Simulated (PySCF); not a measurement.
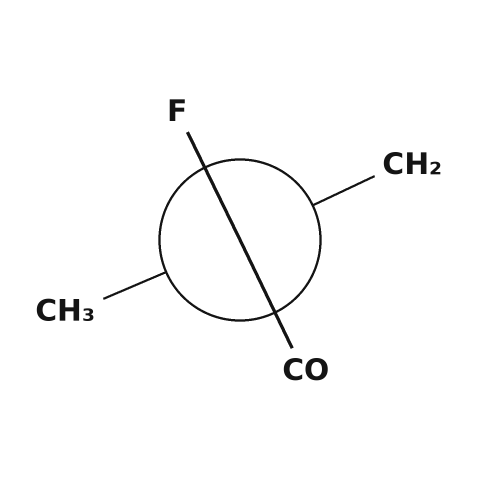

A Newman projection along the C–C bond, carbon in front; angles are drawn as computed, but eclipsed bonds slightly apart. Geometry: an image of a reaction path computed with GFN2-xTB, not a minimum.

Question: Which molecule is it?

Answer: C5H5FO, C=C(C)C(F)=C=O

Question: What is the torsion angle from the front F to the back CH3? The sign is positive where the front bond must turn clockwise to cover the back bond.

Answer: −87°, about perpendicular.
